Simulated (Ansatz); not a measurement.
```xyz
7

O    -0.8864    1.1168   -0.8914
Ga   -0.8333   -2.6773    1.3161
O     0.0315   -1.2504    0.5788
Ge    0.4460    0.4161    0.0934
H    -0.9739    0.6404   -1.7377
H     0.5146    1.3461    1.3281
H     1.7627    0.3404   -0.7331
```

All numbers below come from Ansatz, RKS PBE/def2-SVP.

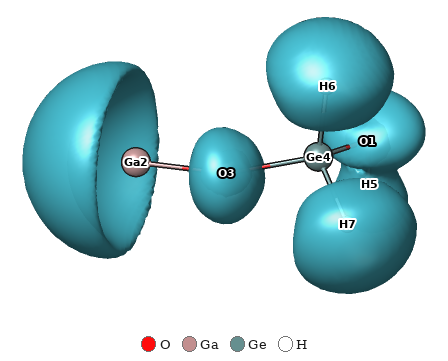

GaGeH3O2. Isosurface of the electron localisation function at 0.75 (cyan), seen from one side. Only the valence region is drawn (cores and ρ < 0.01 e/Å³ removed).

Question: Identify the bonds, lone pairs and shells in this picture.

Answer: The surface consists of two regions around hydrogen nuclei, one lobe on Ga, pointing away from the bonds (lone pairs), one region wrapped around O (its valence shell) and one joined region spread over several atoms (H, O), in which their bonds and any lone pairs are merged.

Values along the shortest contacts:
Ge–O (1.78 Å): the ELF peaks at about 0.85 in the valence shell of O, 0.6 Å from its nucleus, and is about 0.30 at the midpoint. Ga–O (1.82 Å): the ELF peaks at about 0.80 in the valence shell of O, 0.6 Å from its nucleus, and is about 0.20 at the midpoint.
